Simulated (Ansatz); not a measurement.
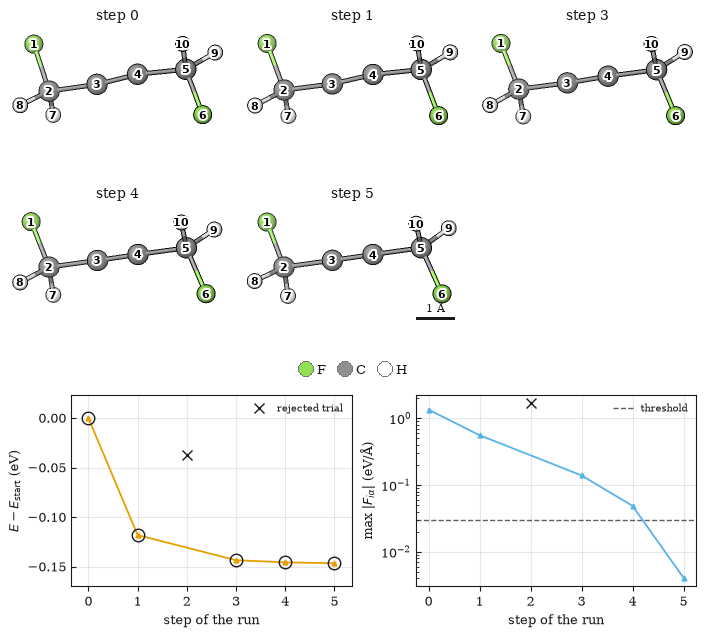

Frames of a relaxation of C₄H₄F₂ (coarse preliminary run), marked on the history of the run. Style: ball-and-stick. Shown at a tilt.

The start comes from a force field.

The calculation used RKS PBE-D4/def2-SVP (Ansatz 0.2.0). Settings: force threshold 0.03 eV/Å; at most 200 steps.

### Describe the path.

After 4 accepted moves (5 points after the start) the energy has fallen by 0.147 eV. The largest force component goes from 1.4 to 0.0041 eV/Å. The line search rejected the trial step at point 2 of the run. The atom that moves furthest after the best rigid fit is F6 (0.12 Å). Largest moves by element: F 0.12 Å, H 0.09 Å, C 0.07 Å. Some distances before and after: C2–H7 1.081 → 1.115 Å, C5–F6 1.357 → 1.387 Å, C5–H9 1.088 → 1.115 Å, C2–C3 1.447 → 1.462 Å. Bond angles that change, for instance: C3–C4–C5 172.2° → 179.7°, C2–C3–C4 174.0° → 179.7°, H7–C2–H8 111.6° → 107.7°. Cost: 5.5 s on 4 threads of Arm Neoverse V2, on a shared host. From step 0 to 1: F1 moves most (0.05 Å), energy −0.118 eV. From step 1 to 3: F6 moves most (0.05 Å), energy −0.025 eV. From step 3 to 4: F atoms move most (0.02 Å), energy −0.002 eV. From step 4 to 5: F atoms move most (0.05 Å), energy −0.001 eV.

```csv
step,"E − E(0), eV","largest force component, eV/Å",note
0,0.0000,1.3510,
1,-0.1181,0.5599,
2,-0.0372,1.6729,rejected
3,-0.1435,0.1398,
4,-0.1457,0.0488,
5,-0.1465,0.0041,
```
